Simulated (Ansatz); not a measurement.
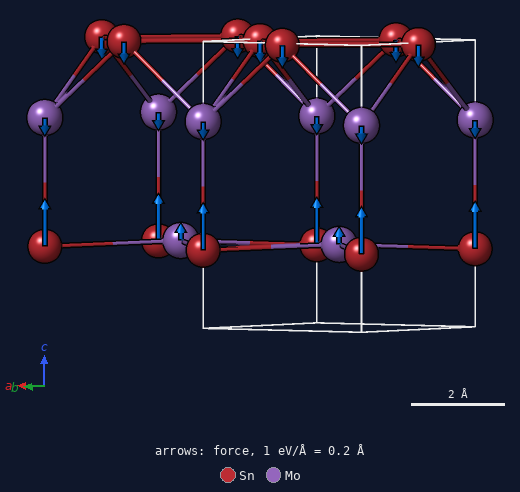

Starting geometry of crystalline Sn$_{3}$Mo$_{2}$ (a generated structure, set up in P4mm) (coarse preliminary run) with the computed forces as blue arrows. A ball-and-stick model of the cell of the calculation, repeated 2 × 1 × 1 with one cell outlined, seen from a free direction.

These are results of DFT PBE, scalar-relativistic, plane waves, PAW in Ansatz, not measurements. Settings: plane-wave cutoff 420 eV; k-point mesh 4 × 4 × 4; occupations gaussian; smearing width 0.1 eV; no spin polarisation; cell and atoms relaxed; force threshold 0.04 eV/Å; at most 70 steps.

Is this structure relaxed? If not, where do the atoms go?

It isn't relaxed: the largest force vector, on a Sn atom, is 5.28 eV/Å. The final displacements follow the starting forces only in part (cosine between the two patterns 0.69). The energy falls by 524 meV per atom in 9 accepted moves (11 points after the start). The largest force component goes from 5.3 to 0.01 eV/Å. Pressure: 15.20 GPa at the start and 0.02 GPa at the end. At 2 points the geometry stayed and the basis and grid were re-selected for the new cell (energy shift of 8.8 meV per atom at most each time). The largest move relative to the cell is that of a Sn atom, 0.70 Å along +c. Largest moves by element: Sn 0.70 Å, Mo 0.32 Å. The drawn cell changes as follows: a = b 4.203 → 4.003 Å (−4.8 %), c 6.190 → 7.597 Å (+22.7 %); the volume changes by +11.3 %. Among the contacts that change: Sn–Sn 2.719 → 3.605 Å, Sn–Sn 2.972 → 2.830 Å, Mo–Sn 2.789 → 2.907 Å, Mo–Sn 2.779 → 2.695 Å. Bonds break: Sn–Sn (2.72 → 3.60 Å). Bond angles that change, for instance: Mo–Sn–Mo 175.8° → 145.1°, Mo–Sn–Mo 87.9° → 107.5°, Sn–Mo–Sn 102.5° → 92.9°. The space group stays P4mm (No. 99). Cost: 83 s on 1 thread of Intel(R) Xeon(R) Platinum 8259CL CPU @ 2.50GHz (Skylake/Cascade Lake), with other jobs on the host, peak memory 0.46 GiB.

Limits of the set-up: the k-point mesh is coarse for a cell with partly filled bands.
